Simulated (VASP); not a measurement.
Band structure of TlCl (CsCl type). All values below come from AM05 GGA, VASP's PBE PAW potentials (set 64) (plane waves; VASP 6.6.1).

Unless said otherwise, spin-orbit coupling is left out, though it shifts the bands of the heavy elements here.

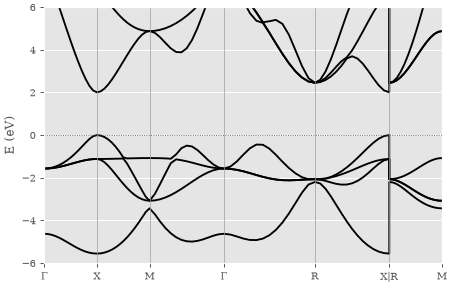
*Bands along high-symmetry lines, zero at the valence-band maximum or, without a gap, the Fermi level*

Problem. Read the plot: is there a gap, and where are the band edges?

Solution. The gap is direct, 2.01 eV, from the valence maximum at X to the conduction minimum at X. (Edges off the drawn lines would not show.)

The compound is TlCl in the CsCl type structure. It was relaxed first.
